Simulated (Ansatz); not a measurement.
# InRh (Pm-3m): phonons and vibrational spectra, part 2 of 2

The cell of InRh (Pm-3m) is at rest. What are its phonons? After the zone centre comes a 4×4×4 q mesh on a 16×16×16 k mesh.

Ansatz 0.2.0; DFT PBEsol, scalar-relativistic, plane waves, PAW; PAW set soft_1.

So far. Step 2 (Linear response at the zone centre): Before it was imposed, the acoustic sum rule was missed by 5.6e-5 eV/Å². Small misses are needed for a sound result but don't prove that mesh and cutoff are converged. The lowest optical mode is real, 178 cm⁻¹.

### Step 3. The dispersion

Stability and thermal properties need the whole zone. Linear response on a 4×4×4 q mesh gives force constants as far as a supercell of that size would.

File input.yaml:

```yaml
crystal:
  lattice:
    - [3.1889689132, 0.0, 0.0]
    - [0.0, 3.1889689132, 0.0]
    - [0.0, 0.0, 3.1889689132]
  atoms:
    - { symbol: In, position: [0.5, 0.5, 0.5] }
    - { symbol: Rh, position: [0.0, 0.0, 0.0] }
kpoints:
  mp_grid: { grid: [16, 16, 16] }
hamiltonian:
  xc: pbesol
  pseudopotentials: { kind: paw, azcp: { folder: soft_1 }, xc_functional: pbe }
scf:
  occupations: { method: methfessel_paxton, width: 0.2 }
output:
  eigenvalues: true
phonons:
  method: dfpt
  qmesh: [4, 4, 4]
  temperatures: { t_max: 1000, t_step: 50 }
  qpath:
    path:
      - [[0.0, 0.0, 0.0], [0.0, 0.5, 0.0], [0.5, 0.5, 0.0], [0.0, 0.0, 0.0], [0.5, 0.5, 0.5], [0.0, 0.5, 0.0]]
      - [[0.5, 0.5, 0.5], [0.5, 0.5, 0.0]]
    npoints: 10
```

Started as:

```
$ ansatz run input.yaml --threads 4 --pin off --max-ram 10240MiB --backend cpu --events-out ev --progress --plain --runs-dir out
```

Numbers of over 12 decimals in the logs are rounded to 6 here.

What it wrote:

```text
[...]
Crystal: 2 atoms, lattice volume = 32.430 Å³
Basis set: ecut = 420 eV, 619 PW (Γ), exchange–correlation on 48×48×48 points (8 copies of the dense FFT grid, shifted against one another)
Bands: 19, of which v1, the nominal top of the filled ones, is band 15 counted from 1 (14 counted from 0)
Symmetry: 48 space group operations
k-points: 165 of 4096
[...]
SCF iter   1: F=—  HF=-11866.078331 eV  |F-HF|=—  |Δ(HF+E_count)|=         —  Δρ=1.12e-1  dr2=4.91e0  ethr=3.10e-3  ⟨swp⟩=4.9  Hψ=12825  notcnv=0
[...]
SCF iter   9: F=-11865.125523 eV  HF=-11865.125523 eV  |F-HF|=5.46e-12  |Δ(HF+E_count)|=  2.36e-11  S|Δr|=    0.00e0  Δρ=3.14e-8  dr2=1.53e-13  ethr=1.00e-12  ⟨swp⟩=5.2  Hψ=12764  notcnv=0
[...]
SCF 1 converged in 9 iterations: F = -11865.125523 eV  dr2 = 1.53e-13
[...]
iter 1 solved again at ethr=2.77e-8 eV; its pass at ethr=3.10e-3 eV (dr2=8.31e-6 eV) is discarded
SCF iter   1: F=—  HF=-11865.125525 eV  |F-HF|=—  |Δ(HF+E_count)|=         —  Δρ=3.02e-7  dr2=1.97e-11  ethr=2.77e-8  ⟨swp⟩=3.0  Hψ=21373  notcnv=0
eigensolver tolerance schedule: the retry pair's looser diagonalisation over-reported the residual by 420577.07 of it (diagonalisation noise at an unbounded share of the residual, at the tolerance the schedule requests for it); recorded, not acted on — ethr = c·dr2/N_el stays at c = 1.0e-1
[...]
SCF iter   2: F=—  HF=-11865.125523 eV  |F-HF|=—  |Δ(HF+E_count)|=   1.60e-6  S|Δr|=    0.00e0  Δρ=2.56e-7  dr2=1.59e-11  ethr=1.00e-12  ⟨swp⟩=3.2  Hψ=7093  notcnv=0
SCF iter   3: F=-11865.125523 eV  HF=-11865.125523 eV  |F-HF|=3.64e-12  |Δ(HF+E_count)|=  3.64e-12  S|Δr|=    0.00e0  Δρ=1.32e-7  dr2=3.87e-12  ethr=1.00e-12  ⟨swp⟩=2.2  Hψ=8492  notcnv=0
SCF 2 converged in 3 iterations: F = -11865.125523 eV  dr2 = 3.87e-12
phonons: the bands overlap, so this run is a metal and interpolates without the dipole-dipole term. If the crystal is really an insulator or semiconductor, its LO-TO splitting is missing
NSCF: frozen V_eff on 165 k-points
WARN: eigensolver did not converge in 6 slots of this pass, the one above among them; of largest residual over every band (k=110): 1 band(s) unlocked (lowest unlocked band 18, counted from 0; max residual 2.91e-3 eV among the unlocked bands, 2.91e-3 eV over every band); of lowest unlocked band (k=46): band 18
[...]
DFPT response loops at q = (0, 0, 0) (fractional): preconditioner auto → Kerker (q_TF=auto, 2.693 Å⁻¹) (partly filled bands, converged f_vac=0.000); β = 1.00, the filter's whole step (`scf.mixing.beta` (0.50) is not read by the response loops under this deck's `scf.mixing.preconditioner`; to damp them name `kerker` or `kerker_dos`, under which they read `scf.mixing.beta`, and type it under 1.00, their step now; both keys bind the ground state too); Broyden in place of MSR1
[...]
SCF converged after 9 iterations
[...]
Free energy (F): -11865.125523 eV
[...]
Internal energy: -11865.122677 eV  (E = F + TS)
E sigma→0 (E₀):  -11865.124812 eV
Entropy (-TS):   -0.002847 eV (-1.423 meV/atom)
Fermi energy:    18.284241 eV
[...]
--- Band table (eV; the first three rows and the last of 165) ---
  k-point 0: bands = [... 11 lower, 14.8393, 17.0354, 17.0354, 17.0354, 22.8411, 22.8411, 22.8411, 29.3223]
  k-point 1: bands = [... 11 lower, 14.8497, 16.9596, 16.9596, 17.0308, 22.4274, 22.9993, 22.9993, 29.5125]
  k-point 2: bands = [... 11 lower, 14.8661, 16.7589, 16.7589, 17.0178, 21.4704, 23.4473, 23.4473, 29.5927]
  k-point 164: bands = [... 11 lower, 13.4257, 17.8028, 17.8028, 18.5595, 22.5584, 22.5584, 22.5584, 23.9854]
--- Phonons (Γ-DFPT): 2 representative perturbations + reference (Σ response iterations 6) ---
  ASR residual: 7.806e-5 → 0.000e0 eV/Å²; symmetrization residual: 1.554e-5 eV/Å²
  ASR residual per site (eV/Å²): 2.02e-5 7.81e-5
  Γ frequencies (cm⁻¹): 0.00 0.00 0.00 178.17 178.17 178.17
--- Phonons (arbitrary-q DFPT): 10 irreducible q on the 4×4×4 mesh ---
  q = [0.0000, 0.0000, 0.0000] (star 1, of the zone-centre solve; hermiticity 4.91e-6, symmetrization 5.28e-12): -0.00 -0.00 -0.00 178.17 178.17 178.17
  q = [0.0000, 0.0000, 0.2500] (star 6, 4 solved perturbations in 4032 linear systems a pass and spin channel, the states on 1296 of 4096 k-point pairs; hermiticity 4.02e-6, symmetrization 2.88e-13): 69.08 69.08 108.17 161.98 161.98 188.32
[...]
q = [0.0000, 0.2500, -0.5000] (star 12, 6 solved perturbations on 1296 of 4096 k-point pairs; hermiticity 3.95e-6, symmetrization 1.30e-14): 94.50 106.53 119.95 123.45 192.70 195.16
[...]
sum rule: each row above includes the acoustic sum rule's correction from the zone centre's row sums; it moved no ω² by more than (0.45 cm⁻¹)²
  mesh force constants: q→R imaginary residual 2.94e-18; ASR residual 7.806e-5 → 0.000e0 eV/Å²; symmetrization residual 5.329e-15 eV/Å²
  interpolated dispersion: 62 rows × 6 modes
  density of states and harmonic sums: on the 20×20×20 q-mesh, interpolated from the force constants of a 4×4×4 supercell (no non-analytic term)
  largest difference from the sums on the solved wave vectors: F 1.30e-2 eV, S 1.70e-5 and C_V 4.01e-6 eV/K
  zero-point energy: 0.051136 eV/cell   skipped modes (ω ≤ 0): 3   left out of the sums: 6.25e-5 of the cell's modes: C_V's classical limit lies that fraction below 3 k_B per atom; for a crystal, a wire or a layer, F and S can be off by more, and a phonons.interpolated_qmesh denser along its periods is the remedy for the sampling
```

Run time: 9.7 min. Hardware: 4 threads of Arm Neoverse V1, shared host; peak memory 3.5 GiB; 38 min of CPU time.

Numbers from this step:

```
sum-rule residual before enforcement                    : 7.81e-5 eV/Å²
lowest frequency on the path                            : 0 cm⁻¹
highest frequency on the path or at a solved wavevector : 210.3 cm⁻¹
mean frequency                                          : 137.5 cm⁻¹
Debye temperature (second moment)                       : 267 K
logarithmic mean frequency                              : 130.5 cm⁻¹
lowest mode on the q mesh (acoustic modes at Γ apart)   : 65.61 cm⁻¹
zero-point energy per atom                              : 25.57 meV
heat capacity at 300 K                                  : 23.98 J/(mol atoms K)
vibrational entropy at 300 K                            : 37.13 J/(mol atoms K)
```

Frequencies (cm⁻¹) solved at each irreducible wavevector; negative means imaginary. Frequencies by wavevector, by row:

| q in reciprocal lattice units | star | mode 1 | mode 2 | mode 3 | mode 4 | mode 5 | mode 6 |
| --- | --- | --- | --- | --- | --- | --- | --- |
| 0 0 0 | 1 | 0 | 0 | 0 | 178.2 | 178.2 | 178.2 |
| 0 0 0.25 | 6 | 69.1 | 69.1 | 108.2 | 162 | 162 | 188.3 |
| 0 0 -0.5 | 3 | 115.8 | 115.8 | 127.4 | 127.4 | 168.6 | 187.4 |
| 0 0.25 0.25 | 12 | 65.6 | 88.4 | 138.6 | 150.5 | 161.3 | 193 |
| 0 0.25 -0.5 | 12 | 94.5 | 106.5 | 120 | 123.5 | 192.7 | 195.2 |
| 0 -0.5 -0.5 | 3 | 86.6 | 86.6 | 119.3 | 125.3 | 210.3 | 210.3 |
| 0.25 0.25 0.25 | 8 | 92.4 | 92.4 | 127.7 | 170.9 | 177.4 | 177.4 |
| 0.25 0.25 -0.5 | 12 | 101.9 | 102.2 | 118.8 | 149.4 | 187.4 | 193 |
| 0.25 -0.5 -0.5 | 6 | 108.5 | 108.5 | 118.4 | 147 | 193.3 | 193.3 |
| -0.5 -0.5 -0.5 | 1 | 126.5 | 126.5 | 126.5 | 169 | 169 | 169 |

Interpolated from a 4×4×4 q mesh. Phonon branches along the path, in cm⁻¹:

| point | branch 1 | branch 2 | branch 3 | branch 4 | branch 5 | branch 6 |
| --- | --- | --- | --- | --- | --- | --- |
| Γ | 0 | 0 | 0 | 178 | 178 | 178 |
| X | 116 | 116 | 127 | 127 | 169 | 187 |
| M | 87 | 87 | 119 | 125 | 210 | 210 |
| Γ | 0 | 0 | 0 | 178 | 178 | 178 |
| R | 126 | 126 | 126 | 169 | 169 | 169 |
| X | 116 | 116 | 127 | 127 | 169 | 187 |
| jump to R | 126 | 126 | 126 | 169 | 169 | 169 |
| M | 87 | 87 | 119 | 125 | 210 | 210 |

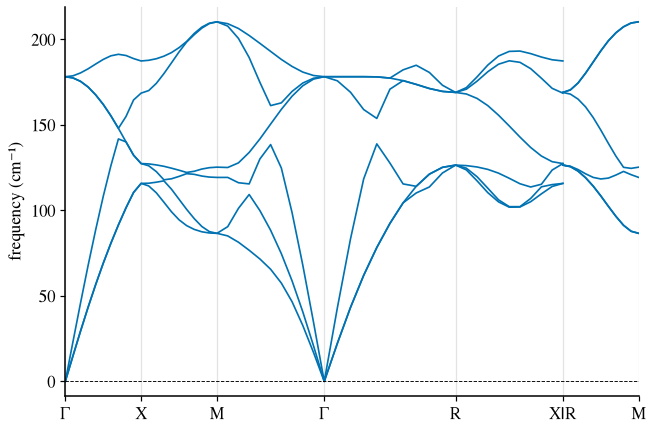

Phonon branches along the path.

The phonon density of states has structure finer than the step of the table below, so its rows give means over 10 cm⁻¹, whole bins alone (the curve runs from 1 to 211 cm⁻¹). Peaks (cm⁻¹: height): 107.0: 0.0791, 119.0: 0.0869, 137.0: 0.0509, 193.0: 0.107.

Tetrahedra on a 20×20×20 mesh, mean over bins of 2 cm-1. Interpolated from a 4×4×4 q mesh. Phonon density of states against wavenumber; means over each step:

| wavenumber (cm⁻¹) | phonon density of states (1/cm⁻¹/cell) |
| --- | --- |
| 10 | 8.0e-5 |
| 20 | 5.3e-4 |
| 30 | 0.00133 |
| 40 | 0.00260 |
| 50 | 0.00464 |
| 60 | 0.00806 |
| 70 | 0.0143 |
| 80 | 0.0254 |
| 90 | 0.0414 |
| 100 | 0.0521 |
| 110 | 0.0576 |
| 120 | 0.0641 |
| 130 | 0.0378 |
| 140 | 0.0322 |
| 150 | 0.0289 |
| 160 | 0.0358 |
| 170 | 0.0318 |
| 180 | 0.0372 |
| 190 | 0.0821 |
| 200 | 0.0363 |

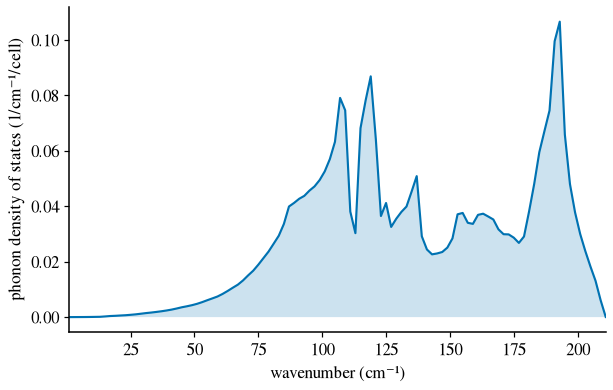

Phonon density of states against wavenumber.

The partial phonon density of states has structure finer than the step of the table below, so its rows give means over 20 cm⁻¹, whole bins alone (the curve runs from -10 to 226 cm⁻¹). Peaks (cm⁻¹: height): In 105.9: 0.0258, 154.9: 0.0272, 192.0: 0.0575; Rh 117.8: 0.0546, 137.1: 0.0230, 192.0: 0.0339.

Phonopy on the run's constants, 17x17x17 mesh, Gaussian sigma 2.0 cm-1. Interpolated from a 4×4×4 q mesh. Partial phonon density of states against wavenumber; means over each step; values in 1/cm⁻¹/cell:

| wavenumber (cm⁻¹) | In | Rh |
| --- | --- | --- |
| 0 | 1.6e-5 | 1.5e-5 |
| 20 | 3.1e-4 | 2.8e-4 |
| 40 | 0.00144 | 0.00135 |
| 60 | 0.00426 | 0.00431 |
| 80 | 0.0121 | 0.0145 |
| 100 | 0.0212 | 0.0314 |
| 120 | 0.0165 | 0.0376 |
| 140 | 0.0184 | 0.0137 |
| 160 | 0.0235 | 0.0107 |
| 180 | 0.0258 | 0.0186 |
| 200 | 0.0262 | 0.0173 |

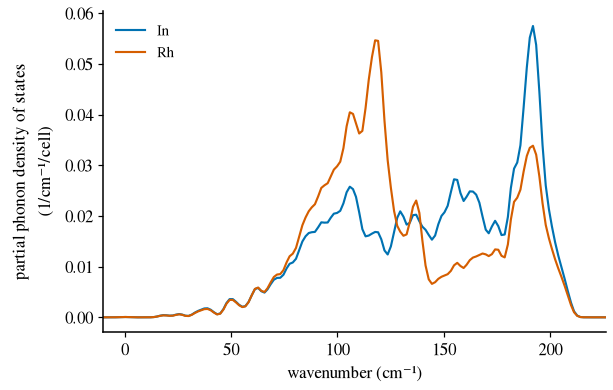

Partial phonon density of states against wavenumber.

Second derivatives of the energy by pair, one row for each kind of neighbour of each atom listed. Each entry sums the pair over the periodic images of the supercell that the q mesh stands for, and in a polar crystal it holds the long-range dipole part too. Force constants by pair, by row:

| atom | neighbour | distance (Å) | third of the trace (eV/Å²) | along the pair's line (eV/Å²) |
| --- | --- | --- | --- | --- |
| In1 | itself | 0 | 9.542 | – |
| In1 | Rh | 2.762 | -0.7827 | -2.519 |
| In1 | In | 3.189 | -0.3667 | -1.492 |
| In1 | In | 4.51 | -0.0238 | -0.1703 |
| In1 | Rh | 5.288 | -0.002 | 0.0285 |
| In1 | In | 5.523 | -0.0817 | -0.2372 |
| In1 | In | 6.378 | -0.0209 | -0.043 |
| In1 | Rh | 6.95 | -6.00e-4 | 0.0067 |
| In1 | In | 7.131 | -0.0018 | -0.0024 |
| Rh2 | itself | 0 | 7.066 | – |
| Rh2 | In | 2.762 | -0.7827 | -2.519 |
| Rh2 | Rh | 3.189 | -0.0613 | -0.8525 |
| Rh2 | Rh | 4.51 | -0.0604 | -0.1961 |
| Rh2 | In | 5.288 | -0.002 | 0.0285 |
| Rh2 | Rh | 5.523 | 0.0598 | 0.1759 |
| Rh2 | Rh | 6.378 | 0.0037 | 0.2768 |
| Rh2 | In | 6.95 | -6.00e-4 | 0.0067 |
| Rh2 | Rh | 7.131 | 0.0031 | -0.0153 |

Harmonic thermodynamic functions per atom, from the density of states. Interpolated from a 4×4×4 q mesh. Thermodynamic functions, by row:

| T (K) | F_vib (meV/atom) | S (J/mol-atom/K) | C_V (J/mol-atom/K) |
| --- | --- | --- | --- |
| 0 | 25.57 | 0 | 0 |
| 50 | 25.05 | 3.728 | 8.72 |
| 100 | 20.68 | 13.15 | 18.03 |
| 200 | -1.01 | 27.6 | 22.87 |
| 300 | -34.85 | 37.13 | 23.98 |
| 400 | -77.1 | 44.09 | 24.4 |
| 500 | -125.7 | 49.56 | 24.59 |
| 600 | -179.5 | 54.05 | 24.7 |
| 700 | -237.5 | 57.86 | 24.76 |
| 800 | -299.3 | 61.17 | 24.8 |
| 900 | -364.2 | 64.1 | 24.83 |
| 1000 | -432 | 66.71 | 24.85 |

Harmonic mean-square displacement, third of the trace. Interpolated from a 4×4×4 q mesh. Mean square displacements, by row:

| T (K) | In1 U_eq (Å²) | Rh2 U_eq (Å²) |
| --- | --- | --- |
| 0 | 0.00115 | 0.0014 |
| 100 | 0.00184 | 0.00229 |
| 300 | 0.00465 | 0.0059 |
| 600 | 0.00912 | 0.01161 |

Symmetry leaves 10 wavevectors to solve. The lowest mode among them, the acoustic zeros apart, lies at q = (0, 0.25, 0.25) and is real, 65.6 cm⁻¹.

### Step 4. Another isotope

An isotope changes the mass and not the force constants, so no new electronic calculation is needed; the shifts show which modes move this element.

The same force constants with the mass of In changed from 114.818 to 112.904 u (phonopy, no LO-TO term). Both lists are sorted by frequency; levels can cross, so a row need not hold one and the same mode. Modes under 3 cm⁻¹ are left out. Isotope shifts, by row:

| q | rank | natural mass (cm⁻¹) | changed mass (cm⁻¹) |
| --- | --- | --- | --- |
| 0 0 0 | 4 | 178.2 | 178.9 |
| 0 0 0 | 5 | 178.2 | 178.9 |
| 0 0 0 | 6 | 178.2 | 178.9 |
| 0 0 0.25 | 1 | 69.08 | 69.36 |
| 0 0 0.25 | 2 | 69.08 | 69.36 |
| 0 0 0.25 | 3 | 108.2 | 108.6 |
| 0 0 0.25 | 4 | 162 | 162.7 |
| 0 0 0.25 | 5 | 162 | 162.7 |
| 0 0 0.25 | 6 | 188.3 | 189.2 |
| 0 0 -0.5 | 1 | 115.8 | 115.8 |
| 0 0 -0.5 | 2 | 115.8 | 115.8 |
| 0 0 -0.5 | 3 | 127.4 | 128.4 |
| 0 0 -0.5 | 4 | 127.4 | 128.4 |
| 0 0 -0.5 | 5 | 168.6 | 168.6 |
| 0 0 -0.5 | 6 | 187.4 | 189 |
| 0 0.25 0.25 | 1 | 65.61 | 65.87 |
| 0 0.25 0.25 | 2 | 88.37 | 88.73 |
| 0 0.25 0.25 | 3 | 138.6 | 138.6 |
| 0 0.25 0.25 | 4 | 150.5 | 151.1 |
| 0 0.25 0.25 | 5 | 161.3 | 162.6 |
| 0 0.25 0.25 | 6 | 193 | 193.8 |

A mode of this element alone would shift by +0.84 %. The highest zone-centre frequency without the field goes from 178.2 to 178.9 cm⁻¹ (+0.4 %). The product of the frequency ratios over all optical modes at Γ is 1.012; the product rule, (m/m′)^(3k/2) (M′/M)^(3/2) with k = 1 such atoms and M the mass of the cell, gives 1.012.

### Step 5. What came out

| Item | Value |
| --- | --- |
| space group (within 0.01 Å) | Pm-3m |
| volume per atom | 16.2 Å³ |
| electronic character | no gap on this mesh |
| highest optical mode at the zone centre (no LO-TO term) | 178 cm⁻¹ |
| lowest optical zone-centre mode | 178 cm⁻¹ |
| lowest mode on the q mesh (acoustic modes at Γ apart) | 65.6 cm⁻¹ |
| highest frequency on the path or at a solved wavevector | 210 cm⁻¹ |
| zero-point energy per atom | 25.6 meV |
| heat capacity at 300 K | 24.0 J/(mol atoms K) |
| vibrational entropy at 300 K | 37.1 J/(mol atoms K) |
| Debye temperature (second moment) | 267 K |
| imaginary modes on the 4×4×4 q mesh | none |

What this shows: The structure is a minimum as far as tested: no mode is imaginary at the 10 irreducible wavevectors of the 4×4×4 mesh, and the softest away from the acoustic zeros lies at 66 cm⁻¹. The optical modes at Γ form one degenerate level at 178 cm⁻¹. With no gap, or one that is small against the smearing, the frequencies hang on the k mesh and the smearing, most of all near Kohn anomalies. The PAW files were made for PBE and serve the other functionals too. A phonon run warned that its eigensolver left some bands unconverged in a pass. These are harmonic frequencies at zero temperature: anharmonic shifts, linewidths and thermal expansion are left out.

[Logs are printed without paths, hosts, clocks, repeated set-up lines and the standing remarks that a program may print on its own settings, such as how far it seeks lower states.]

[Hosts, paths, dates, database ids (printed as entryN), source tags and the programs' standing remarks are cut or masked in the printed files.]
